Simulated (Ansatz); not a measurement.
## Electronic structure of Al5F3 (charge +1, doublet) in real space

Input file:

```
crystal:
  periodic: [false, false, false]
  atoms:
    - {symbol: Al, position_ang: [-1.308988, -1.422876, 0.545404]}
    - {symbol: Al, position_ang: [-1.285721, 0.933435, -1.031556]}
    - {symbol: Al, position_ang: [-0.068900, -1.114288, -2.067392]}
    - {symbol: Al, position_ang: [0.966029, 0.220374, 0.159831]}
    - {symbol: Al, position_ang: [0.267304, 3.235228, 0.707429]}
    - {symbol: F, position_ang: [-0.482668, -2.460987, -0.810945]}
    - {symbol: F, position_ang: [1.440501, 1.656146, 1.140386]}
    - {symbol: F, position_ang: [0.472443, -1.047040, 1.356854]}
basis:
  gaussian: {orbitals: def2-TZVP, initial_orbitals: start.molden}
total_charge: 1
magnetization: {spin_polarized: true, initial_magnetization: 1}
hamiltonian: {xc: pbe0, dispersion: d4}
scf: {omitted_lower_state_checks: [starts]}
output: {forces: true, orbitals: {seedname: orbitals}}
```

Launched as:

```sh
ansatz run in.yaml --threads 4 --pin off --events-out ev --progress --plain --max-ram 8704MiB
```

Geometry: PBE-D4/def2-SVP; not at a stationary point (largest force 0.7 eV/Å).

All numbers below come from UKS PBE0-D4/def2-TZVP in Ansatz.

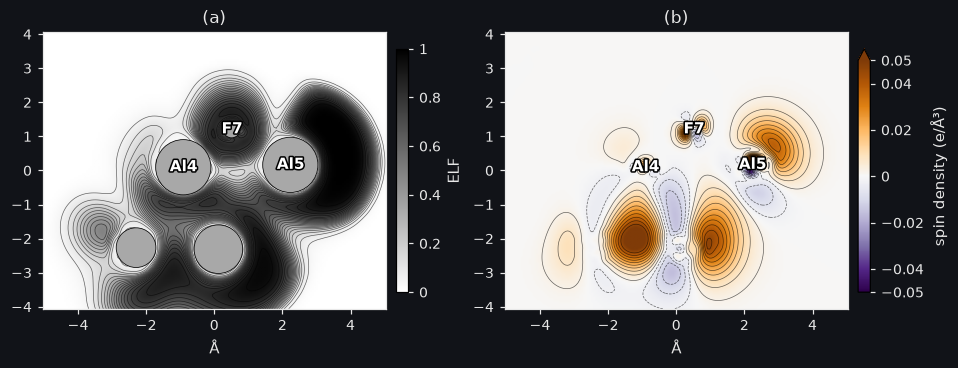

Figure 1. (a) electron localisation function; (b) spin density (α minus β) on the plane of atoms Al4, F7 and Al5. Grey discs cover the atomic cores in the ELF map.

Question: What does the map show?

Answer: Atoms in the plane: Al and F.
Al–F (1.80 Å): the ELF peaks at about 0.85 in the valence shell of F, 0.5 Å from its nucleus, and is about 0.40 at the midpoint.
Al–F (2.01 Å): the ELF peaks at about 0.85 in the valence shell of F, 0.6 Å from its nucleus, and is about 0.30 at the midpoint.
The ELF also peaks beside Al2 and F7, away from the bonds: non-bonding electrons, paired or unpaired.
The unpaired spin (1 electron) lies mostly on Al1 (about 0.4), Al3 (about 0.3), Al2 (about 0.2) and Al5 (about 0.1), in electrons by Hirshfeld's partition.

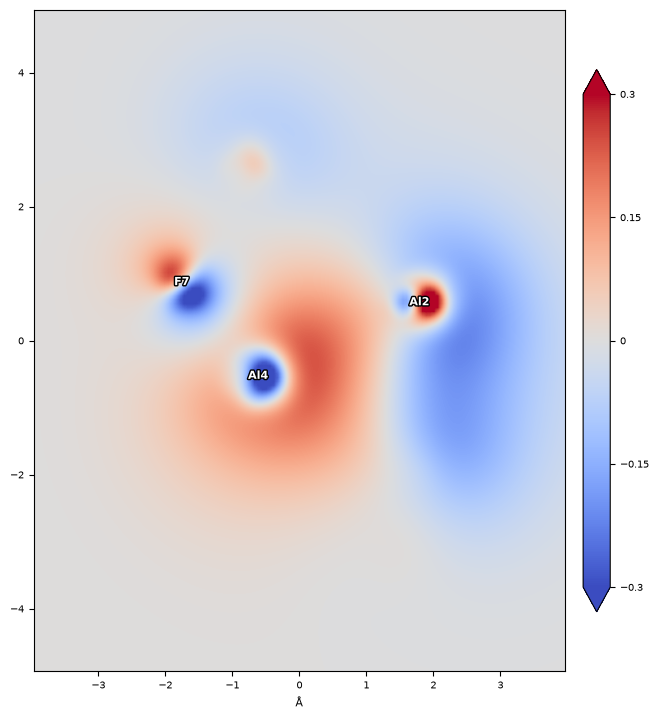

Figure 2. The HOMO−1 (β) on the plane of atoms Al2, Al4 and F7 (values in Å⁻³ᐟ²; the overall sign is arbitrary).

Question: Where does this orbital lie, and at what energy?

Answer: Its weight (Hirshfeld) is mainly on Al2 (about 30 %), Al3 (about 25 %), Al4 (about 25 %) and Al1 (about 10 %). Its energy is −10.61 eV.

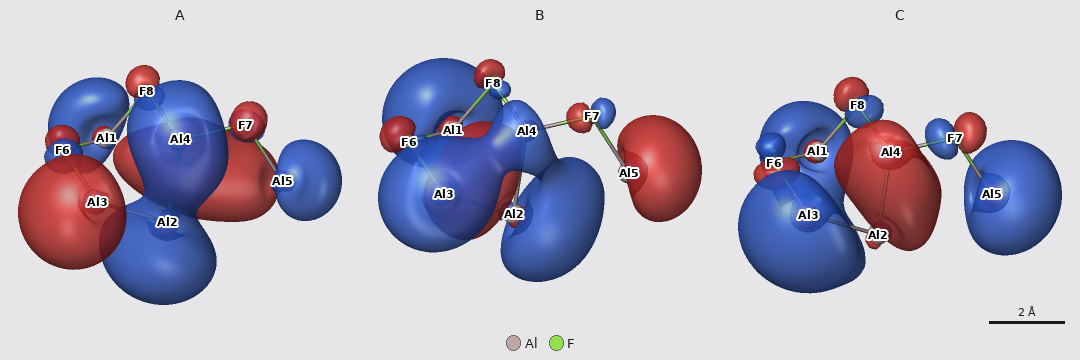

Figure 3. Three frontier orbitals at ±0.06 Å⁻³ᐟ² (blue and red are the two phases), in no order.

Question: Which picture is the HOMO−1, the HOMO and the LUMO? All are α orbitals.

Answer: C is the HOMO−1 (α) (−10.67 eV). Its weight (Hirshfeld) is mainly on Al3 (about 30 %), Al5 (about 20 %), Al4 (about 15 %), Al2 (about 15 %) and Al1 (about 10 %). B is the HOMO (α) (−9.09 eV). It lies mainly on Al1 (about 25 %), Al2 (about 25 %), Al3 (about 20 %), Al5 (about 15 %) and Al4 (about 10 %). A is the LUMO (α) (−7.08 eV). By Hirshfeld shares it lies mainly on Al2 (about 30 %), Al3 (about 25 %), Al4 (about 20 %), Al5 (about 10 %) and Al1 (about 10 %).

Question: What is the gap between the highest occupied and lowest empty α orbitals?

Answer: 2.01 eV between the orbital energies.
